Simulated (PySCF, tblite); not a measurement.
# C₅H₁₀O₃Si: infrared bands, NMR shifts and electronic excitations in gas and solvents, part 2 of 2

tblite 0.8.0 and PySCF 2.14.0. Atoms count from 0. The steps go on from the part before.

### Step 6. TDDFT and polarisability: CAM-B3LYP/def2-SVPD

The job: settings as JSON, then the geometry in Å.

```
{"job": {"kind": "uv", "xc": "CAM-B3LYP", "basis": "def2-SVPD", "ip": true}, "charge": 0, "multiplicity": 1}
C     -4.100242     1.118055    -0.432385
C     -3.056267     0.505110     0.122995
C     -2.071509    -0.333400    -0.624995
O     -0.762744     0.061749    -0.295951
Si     0.627901    -0.757958    -0.645336
O      1.727340    -0.013889     0.430837
C      2.983927    -0.467510     0.378735
C      3.902542     0.232260     1.330056
O      3.298724    -1.356781    -0.375186
H     -4.287541     1.064802    -1.510131
H     -4.810046     1.694866     0.165928
H     -2.876041     0.581585     1.201803
H     -2.253617    -0.242389    -1.712392
H     -2.227089    -1.399701    -0.359507
H      1.059773    -0.518238    -2.045499
H      0.465579    -2.200997    -0.322043
H      4.913326    -0.181372     1.248177
H      3.910340     1.309329     1.107623
H      3.524535     0.119206     2.356688
```

Method: TDDFT CAM-B3LYP/def2-SVPD, vertical, gas phase, core orbitals frozen in the response.

What it wrote:

```text
coarse grid: 16512 points
cycle   1  E = -710.8430574987  dE =  1.324e+00  |g| = 1.130e+00  |ddm| = 6.787e+00
cycle   2  E = -710.6295616619  dE =  2.135e-01  |g| = 1.608e+00  |ddm| = 3.862e+00
cycle   3  E = -711.0882945879  dE = -4.587e-01  |g| = 1.551e-01  |ddm| = 2.355e+00
cycle   4  E = -711.0916687368  dE = -3.374e-03  |g| = 8.969e-02  |ddm| = 2.289e-01
cycle   5  E = -711.0930730902  dE = -1.404e-03  |g| = 1.813e-02  |ddm| = 1.103e-01
cycle   6  E = -711.0931454536  dE = -7.236e-05  |g| = 4.697e-03  |ddm| = 3.636e-02
cycle   7  E = -711.0931500080  dE = -4.554e-06  |g| = 1.767e-03  |ddm| = 9.702e-03
final grid: 155312 points
cycle   8  E = -711.2240668072  dE = -3.245e-05  |g| = 4.439e-03  |ddm| = 7.587e-02
cycle   9  E = -711.2240650327  dE =  1.775e-06  |g| = 5.620e-03  |ddm| = 1.351e-02
cycle  10  E = -711.2240708365  dE = -5.804e-06  |g| = 5.839e-04  |ddm| = 6.132e-03
cycle  11  E = -711.2240709026  dE = -6.613e-08  |g| = 2.248e-04  |ddm| = 9.913e-04
cycle  12  E = -711.2240709106  dE = -7.919e-09  |g| = 1.198e-04  |ddm| = 5.008e-04
cycle  13  E = -711.2240709135  dE = -2.897e-09  |g| = 1.674e-05  |ddm| = 1.539e-04
cycle  14  E = -711.2240709135  dE = -8.276e-11  |g| = 4.773e-06  |ddm| = 4.456e-05
converged SCF energy = -711.2240709135

Static polarisability (au): isotropic 96.975, principal 76.632 88.827 125.468

Singlet excitations
state   eV       nm        f      main configurations
  1   5.8814    210.8   0.00068   H-1->L+2 0.68, H-1->L+1 0.15
  2   7.2300    171.5   0.28052   H->L 0.76, H-2->L 0.12
  3   7.4521    166.4   0.04497   H->L+3 0.65, H->L+4 0.12
  4   7.6247    162.6   0.03145   H->L+4 0.20, H->L+1 0.17, H-2->L+3 0.10
  5   7.7470    160.0   0.09068   H-3->L 0.26, H-2->L 0.17, H-1->L 0.11
  6   7.7778    159.4   0.08129   H-1->L+1 0.33, H-3->L 0.18, H-1->L+2 0.10
  7   7.8327    158.3   0.00541   H-1->L+1 0.21, H-3->L 0.19, H-2->L+1 0.12
  8   8.0439    154.1   0.07002   H->L+7 0.24, H-2->L 0.20, H->L+3 0.10
  9   8.0973    153.1   0.02807   H->L+7 0.31, H->L+5 0.18, H-2->L+3 0.15
 10   8.1586    152.0   0.02976   H-4->L+2 0.33, H-1->L 0.09, H-2->L+2 0.09

Triplet excitations (Tamm-Dancoff, eV): 4.3689 5.3755 6.2366 7.1393
Vertical ionisation energy (delta-SCF) = 9.9695 eV
```

It took 8.4 min on 1 thread of Arm Neoverse V1, shared host; peak memory 1.3 GiB.

Frontier orbitals and where they lie:

```tsv
orbital	eV	atoms
HOMO−3	-10.61	O3 41 %, C2 14 %, C1 11 %
HOMO−2	-9.95	O3 40 %, Si4 13 %, H15 9 %
HOMO−1	-9.74	O8 60 %, O5 10 %, C7 7 %
HOMO	-9.12	C0 34 %, C1 32 %, C2 8 %
LUMO	0.97	C0 24 %, C1 22 %, Si4 10 %
LUMO+1	1.08	Si4 23 %, C6 17 %, C7 13 %
LUMO+2	1.11	C6 32 %, O8 23 %, O5 11 %
```

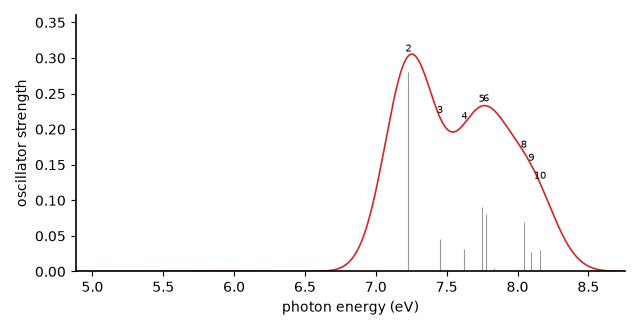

Absorption spectrum from the 10 singlet states computed; above the last one it falls off for lack of states. Lines are broadened to a width of 0.40 eV (Gaussian).

Further results of this job:

```tsv
property	computed
dipole moment (D)	1.51
polarisability (Å³)	14.37
HOMO–LUMO gap (eV)	10.08
−ε(HOMO) (eV)	9.12
```

### Step 7. Nuclear shieldings: KT3/pcSseg-1

Same as in step 6 but for these lines:

```diff
@@ -1,2 +1,2 @@
-{"job": {"kind": "uv", "xc": "CAM-B3LYP", "basis": "def2-SVPD", "ip": true}, "charge": 0, "multiplicity": 1}
+{"job": {"kind": "nmr", "xc": "KT3", "basis": "pcSseg-1", "pop": false}, "charge": 0, "multiplicity": 1}
 C     -4.100242     1.118055    -0.432385
```

With the program's defaults for keys left out, this is: GIAO KT3/pcSseg-1 NMR shielding, non-relativistic, gas phase.

What it wrote:

```text
coarse grid: 16512 points
cycle   1  E = -719.7001637438  dE =  1.164e+00  |g| = 1.331e+00  |ddm| = 3.911e+00
cycle   2  E = -718.4765103732  dE =  1.224e+00  |g| = 2.735e+00  |ddm| = 3.672e+00
cycle   3  E = -719.9813699341  dE = -1.505e+00  |g| = 5.149e-01  |ddm| = 3.065e+00
cycle   4  E = -720.0271871207  dE = -4.582e-02  |g| = 2.366e-01  |ddm| = 4.901e-01
cycle   5  E = -720.0359691787  dE = -8.782e-03  |g| = 9.466e-02  |ddm| = 2.065e-01
cycle   6  E = -720.0378062495  dE = -1.837e-03  |g| = 2.319e-02  |ddm| = 8.714e-02
cycle   7  E = -720.0378902369  dE = -8.399e-05  |g| = 1.091e-02  |ddm| = 2.346e-02
cycle   8  E = -720.0379169139  dE = -2.668e-05  |g| = 2.804e-03  |ddm| = 1.031e-02
cycle   9  E = -720.0379183777  dE = -1.464e-06  |g| = 1.442e-03  |ddm| = 3.002e-03
final grid: 155312 points
cycle  10  E = -720.1630997585  dE = -2.055e-04  |g| = 2.868e-02  |ddm| = 5.585e-02
cycle  11  E = -720.1627152088  dE =  3.845e-04  |g| = 5.300e-02  |ddm| = 5.842e-02
cycle  12  E = -720.1632205925  dE = -5.054e-04  |g| = 7.137e-03  |ddm| = 4.285e-02
cycle  13  E = -720.1632292204  dE = -8.628e-06  |g| = 3.341e-03  |ddm| = 6.949e-03
cycle  14  E = -720.1632314044  dE = -2.184e-06  |g| = 8.437e-04  |ddm| = 2.570e-03
cycle  15  E = -720.1632315535  dE = -1.491e-07  |g| = 2.020e-04  |ddm| = 7.941e-04
cycle  16  E = -720.1632315611  dE = -7.552e-09  |g| = 9.681e-05  |ddm| = 2.163e-04
cycle  17  E = -720.1632315634  dE = -2.316e-09  |g| = 1.529e-05  |ddm| = 7.969e-05
cycle  18  E = -720.1632315634  dE = -3.911e-11  |g| = 7.291e-06  |ddm| = 1.543e-05
converged SCF energy = -720.1632315634

GIAO shielding tensors (ppm)
atom      isotropic    diamagn.    paramagn.     s11        s22        s33       span
  0 C       71.040     251.225    -180.185    -28.126     84.625    156.620    184.746
  1 C       47.221     254.916    -207.695    -59.404     56.828    144.239    203.643
  2 C      114.048     242.891    -128.843     91.537    104.519    146.088     54.551
  3 O      280.438     405.586    -125.148    243.400    273.501    324.414     81.014
  4 Si     389.214     886.240    -497.026    372.601    376.868    418.173     45.572
  5 O      108.357     407.331    -298.975    -17.825    128.709    214.186    232.011
  6 C       17.953     249.259    -231.306    -69.630     52.443     71.045    140.676
  7 C      161.192     247.344     -86.152    140.150    153.524    189.901     49.751
  8 O     -114.642     405.383    -520.025   -321.253   -220.036    197.363    518.616
  9 H       26.107      29.789      -3.682     23.232     25.588     29.500      6.268
 10 H       26.218      26.781      -0.562     23.611     25.268     29.775      6.164
 11 H       25.258      32.109      -6.851     23.042     24.642     28.088      5.046
 12 H       27.266      31.224      -3.958     23.145     26.566     32.087      8.942
 13 H       26.743      30.099      -3.357     22.637     26.917     30.673      8.036
 14 H       26.106      32.480      -6.374     22.507     25.156     30.656      8.149
 15 H       26.144      32.572      -6.428     23.123     25.166     30.142      7.019
 16 H       29.732      24.030       5.702     26.005     28.107     35.085      9.080
 17 H       29.116      28.439       0.678     25.710     28.410     33.230      7.520
 18 H       29.120      28.643       0.477     25.645     28.463     33.252      7.608
```

Wall time 49 s (1 thread of Arm Neoverse V1, shared host); peak memory 0.92 GiB.

This run: δ C6 164.4, C1 135.1, C0 111.3, C2 68.3, H11 6.06, H9 5.21 ppm.

### Step 8. NMR shieldings: PBE0/pcSseg-1 in cyclohexane

Same as in step 7 but for these lines:

```diff
@@ -1,2 +1,2 @@
-{"job": {"kind": "nmr", "xc": "KT3", "basis": "pcSseg-1", "pop": false}, "charge": 0, "multiplicity": 1}
+{"job": {"kind": "nmr", "xc": "PBE0", "basis": "pcSseg-1", "solvent": "cyclohexane", "pop": true}, "charge": 0, "multiplicity": 1}
 C     -4.100242     1.118055    -0.432385
```

With the program's defaults for keys left out, this is: GIAO PBE0/pcSseg-1 NMR shielding, non-relativistic, IEF-PCM cyclohexane.

What it wrote:

```text
coarse grid: 16512 points
cycle   1  E = -710.8156721118  dE =  1.230e+00  |g| = 1.111e+00  |ddm| = 3.851e+00
cycle   2  E = -710.4568500448  dE =  3.588e-01  |g| = 1.797e+00  |ddm| = 1.907e+00
cycle   3  E = -711.0309319217  dE = -5.741e-01  |g| = 2.314e-01  |ddm| = 1.300e+00
cycle   4  E = -711.0398345322  dE = -8.903e-03  |g| = 9.428e-02  |ddm| = 1.909e-01
cycle   5  E = -711.0412246286  dE = -1.390e-03  |g| = 2.764e-02  |ddm| = 6.472e-02
cycle   6  E = -711.0413854391  dE = -1.608e-04  |g| = 4.725e-03  |ddm| = 2.231e-02
cycle   7  E = -711.0413888043  dE = -3.365e-06  |g| = 2.108e-03  |ddm| = 3.912e-03
final grid: 155312 points
cycle   8  E = -711.1251896924  dE = -1.413e-05  |g| = 1.483e-02  |ddm| = 2.318e-02
cycle   9  E = -711.1251347129  dE =  5.498e-05  |g| = 2.308e-02  |ddm| = 2.255e-02
cycle  10  E = -711.1252282484  dE = -9.354e-05  |g| = 2.150e-03  |ddm| = 1.442e-02
cycle  11  E = -711.1252291293  dE = -8.809e-07  |g| = 4.746e-04  |ddm| = 1.479e-03
cycle  12  E = -711.1252291672  dE = -3.786e-08  |g| = 1.431e-04  |ddm| = 4.011e-04
cycle  13  E = -711.1252291712  dE = -4.070e-09  |g| = 3.032e-05  |ddm| = 1.154e-04
cycle  14  E = -711.1252291714  dE = -1.523e-10  |g| = 1.427e-05  |ddm| = 3.042e-05
converged SCF energy = -711.1252291714

GIAO shielding tensors (ppm)
atom      isotropic    diamagn.    paramagn.     s11        s22        s33       span
  0 C       60.843     252.502    -191.659    -52.639     75.494    159.673    212.312
  1 C       37.282     255.500    -218.217    -84.038     47.544    148.340    232.378
  2 C      116.506     241.419    -124.913     94.143    106.664    148.710     54.567
  3 O      295.105     405.167    -110.062    256.785    287.855    340.675     83.890
  4 Si     371.559     883.783    -512.225    352.605    364.495    397.576     44.971
  5 O      109.622     407.042    -297.420    -29.443    139.122    219.186    248.629
  6 C        4.772     247.998    -243.226    -93.563     35.161     72.718    166.281
  7 C      161.812     246.955     -85.143    141.086    151.520    192.830     51.744
  8 O     -127.716     404.963    -532.679   -365.657   -238.564    221.074    586.731
  9 H       25.722      29.281      -3.558     22.521     25.172     29.474      6.953
 10 H       25.823      26.687      -0.864     23.042     24.936     29.492      6.450
 11 H       24.925      31.472      -6.547     22.481     24.179     28.116      5.635
 12 H       27.135      30.915      -3.780     22.847     26.449     32.109      9.262
 13 H       26.754      29.835      -3.081     22.514     26.938     30.811      8.296
 14 H       26.078      32.246      -6.168     22.379     25.161     30.693      8.314
 15 H       26.090      32.332      -6.242     22.926     25.202     30.143      7.217
 16 H       29.521      24.110       5.411     25.506     27.828     35.230      9.724
 17 H       28.919      27.603       1.316     25.377     28.053     33.328      7.951
 18 H       28.923      27.773       1.149     25.314     28.108     33.346      8.033
```

Run time: 36 s. Hardware: 1 thread of Arm Neoverse V1, shared host; peak memory 1.2 GiB.

Key values: δ C6 180.0, C1 147.5, C0 124.0, C2 68.3, H11 6.33, H9 5.53 ppm.

### Step 9. Nuclear shieldings: PBE0/pcSseg-1 in dichloromethane

Same as in step 8 but for these lines:

```diff
@@ -1,2 +1,2 @@
-{"job": {"kind": "nmr", "xc": "PBE0", "basis": "pcSseg-1", "solvent": "cyclohexane", "pop": true}, "charge": 0, "multiplicity": 1}
+{"job": {"kind": "nmr", "xc": "PBE0", "basis": "pcSseg-1", "solvent": "dichloromethane", "pop": false}, "charge": 0, "multiplicity": 1}
 C     -4.100242     1.118055    -0.432385
```

With the program's defaults for keys left out, this is: GIAO PBE0/pcSseg-1 NMR shielding, non-relativistic, IEF-PCM dichloromethane.

What it wrote:

```text
coarse grid: 16512 points
cycle   1  E = -710.8264660906  dE =  1.219e+00  |g| = 1.102e+00  |ddm| = 3.851e+00
cycle   2  E = -710.4993394984  dE =  3.271e-01  |g| = 1.745e+00  |ddm| = 1.810e+00
cycle   3  E = -711.0382691124  dE = -5.389e-01  |g| = 2.073e-01  |ddm| = 1.217e+00
cycle   4  E = -711.0453626763  dE = -7.094e-03  |g| = 8.666e-02  |ddm| = 1.687e-01
cycle   5  E = -711.0465322066  dE = -1.170e-03  |g| = 2.520e-02  |ddm| = 5.762e-02
cycle   6  E = -711.0466651141  dE = -1.329e-04  |g| = 3.965e-03  |ddm| = 1.950e-02
cycle   7  E = -711.0466676286  dE = -2.515e-06  |g| = 1.614e-03  |ddm| = 3.077e-03
final grid: 155312 points
cycle   8  E = -711.1304518558  dE = -1.508e-05  |g| = 1.468e-02  |ddm| = 2.308e-02
cycle   9  E = -711.1304019664  dE =  4.989e-05  |g| = 2.241e-02  |ddm| = 2.170e-02
cycle  10  E = -711.1304899229  dE = -8.796e-05  |g| = 1.963e-03  |ddm| = 1.360e-02
cycle  11  E = -711.1304906627  dE = -7.398e-07  |g| = 4.325e-04  |ddm| = 1.336e-03
cycle  12  E = -711.1304906929  dE = -3.015e-08  |g| = 1.410e-04  |ddm| = 3.488e-04
cycle  13  E = -711.1304906968  dE = -3.907e-09  |g| = 2.284e-05  |ddm| = 1.051e-04
cycle  14  E = -711.1304906969  dE = -8.299e-11  |g| = 1.074e-05  |ddm| = 2.371e-05
converged SCF energy = -711.1304906969

GIAO shielding tensors (ppm)
atom      isotropic    diamagn.    paramagn.     s11        s22        s33       span
  0 C       60.223     252.567    -192.345    -53.425     73.644    160.449    213.875
  1 C       37.199     255.987    -218.787    -84.022     47.120    148.500    232.522
  2 C      116.557     241.370    -124.813     94.115    106.559    148.996     54.882
  3 O      297.426     405.341    -107.915    259.493    290.226    342.561     83.069
  4 Si     371.158     883.853    -512.696    351.583    365.466    396.423     44.840
  5 O      110.228     407.390    -297.162    -29.442    142.036    218.090    247.532
  6 C        3.092     247.868    -244.775    -94.193     30.917     72.553    166.746
  7 C      161.604     246.831     -85.227    141.046    150.339    193.427     52.381
  8 O     -114.713     405.846    -520.559   -347.598   -220.690    224.149    571.747
  9 H       25.603      29.142      -3.539     22.434     25.024     29.351      6.917
 10 H       25.729      26.620      -0.892     22.941     24.862     29.383      6.442
 11 H       24.891      31.531      -6.640     22.429     24.188     28.055      5.626
 12 H       27.011      30.806      -3.795     22.686     26.341     32.007      9.321
 13 H       26.647      29.682      -3.034     22.377     26.827     30.737      8.360
 14 H       26.075      32.287      -6.212     22.367     25.171     30.688      8.321
 15 H       26.068      32.347      -6.279     22.883     25.188     30.132      7.249
 16 H       29.472      23.913       5.560     25.430     27.763     35.225      9.794
 17 H       28.792      27.377       1.415     25.225     27.877     33.275      8.050
 18 H       28.788      27.541       1.247     25.152     27.922     33.289      8.137
```

Wall time 33 s (1 thread of Arm Neoverse V1, shared host); peak memory 1.1 GiB.

Key values: δ C6 182.2, C1 148.1, C0 125.1, C2 68.8, H11 6.35, H9 5.64 ppm.

### Step 10. Run by run: NMR shifts

Shifts (ppm) of some atoms, chosen among heavy atoms and hydrogens apart, with basis size and wall time:

```tsv
run	C6	C1	C0	H9	H10	O8	O5	functions	time
PBE0/pcSseg-1	178.1	147.0	123.2	5.46	5.37	474.2	225.3	210	35 s
KT3/pcSseg-1	164.4	135.1	111.3	5.21	5.10	443.7	220.7	210	49 s
PBE0/pcSseg-1 in cyclohexane	180.0	147.5	124.0	5.53	5.43	466.0	228.7	210	36 s
PBE0/pcSseg-1 in dichloromethane	182.2	148.1	125.1	5.64	5.51	456.8	231.8	210	33 s
```

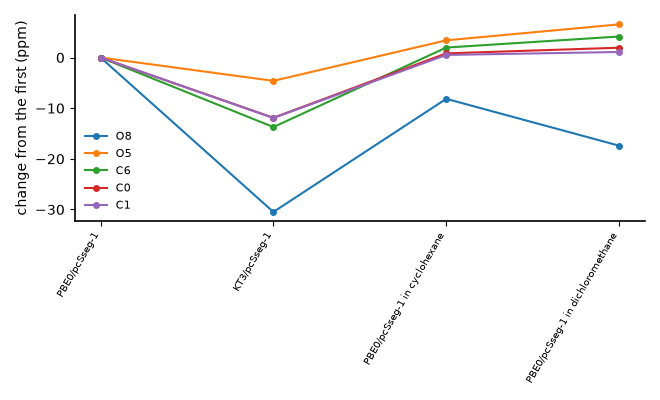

How five of the tabulated atoms move from run to run.

The continuum's effect on the ground state:

```tsv
solvent	ε	polarisation energy (Eh)	μ (D)
cyclohexane	2.02	-0.0046	1.59
dichloromethane	8.93	-0.0107	1.71
```

### Step 11. Outcome

What follows sums up all 2 parts.

| quantity | value |
| --- | --- |
| strongest single infrared mode (GFN2-xTB) | 1243 cm⁻¹, 462 km/mol |
| zero-point energy (GFN2-xTB) | 88.3 kcal/mol |
| point group | C1 |
| rotational constants (main isotopes) | 4.88, 0.49, 0.45 GHz |
| ¹³C shifts against TMS (PBE0/pcSseg-1) | 178.1, 147.0, 123.2, 68.0, 22.5 ppm |
| ¹H shifts against TMS (PBE0/pcSseg-1, means over atoms taken as alike) | 6.30, 5.46, 5.37, 5.18, 4.24, 2.05 ppm |
| ¹⁷O shifts against H2O (PBE0/pcSseg-1) | 474.2, 225.3, 41.2 ppm |
| ²⁹Si shifts against TMS (PBE0/pcSseg-1) | -19.8 ppm |
| lowest singlet (CAM-B3LYP/def2-SVPD) | 5.88 eV (211 nm), f = 0.001 |
| brightest single state of those computed | state 2, 7.23 eV, f = 0.281 |
| lowest triplet | 4.37 eV |
| vertical ionisation energy (ΔSCF) | 9.97 eV |
| range of the shift of O8 (PBE0/pcSseg-1 runs) | 456.8 to 474.2 ppm |

**Reading.** The optimisation took 69 steps and gained 0.303 eV; among the close pairs (by a distance rule), O3–Si4 changed most, from 1.662 to 1.609 Å (GFN2-xTB). No mode is imaginary among the 51: a minimum at this level. The strongest single mode, at 1243 cm⁻¹, moves mainly C6. Unscaled tight-binding wavenumbers are off by several per cent, some by more. Its intensities can rank the bands wrongly. The optimisation took 16 steps and gained 0.373 eV; among the close pairs (by a distance rule), O3–Si4 changed most, from 1.588 to 1.652 Å (PBE0/def2-SVP). No frequency check was run at this level, so the end point may be a saddle. The most deshielded hydrogen is H11 (hydrogen on an alkene CH), at 6.30 ppm: a vinylic proton, deshielded by the sp2 carbon and the C=C anisotropy. At PBE0/pcSseg-1: Shielding is most anisotropic at O8 (span 600 ppm, paramagnetic term -544 ppm). The first singlet state (HOMO−1→LUMO+2 0.68, HOMO−1→LUMO+1 0.15) lies at 5.88 eV and is dark; of the 10 states computed, the strongest absorption comes from state 2 at 7.23 eV. The lowest triplet lies 1.51 eV below the lowest singlet (triplets in Tamm-Dancoff, singlets in full TDDFT). ΔSCF puts the ionisation energy at 9.97 eV, 0.85 eV above −ε(HOMO). At one level, PBE0/pcSseg-1: In ppm, O8 moves most: its shift spreads over 17.4 ppm, from 456.8 (PBE0/pcSseg-1 in dichloromethane) to 474.2 (PBE0/pcSseg-1). The continuum holds electrostatics alone: no hydrogen bonds to the solvent, and the gas-phase geometry is kept.
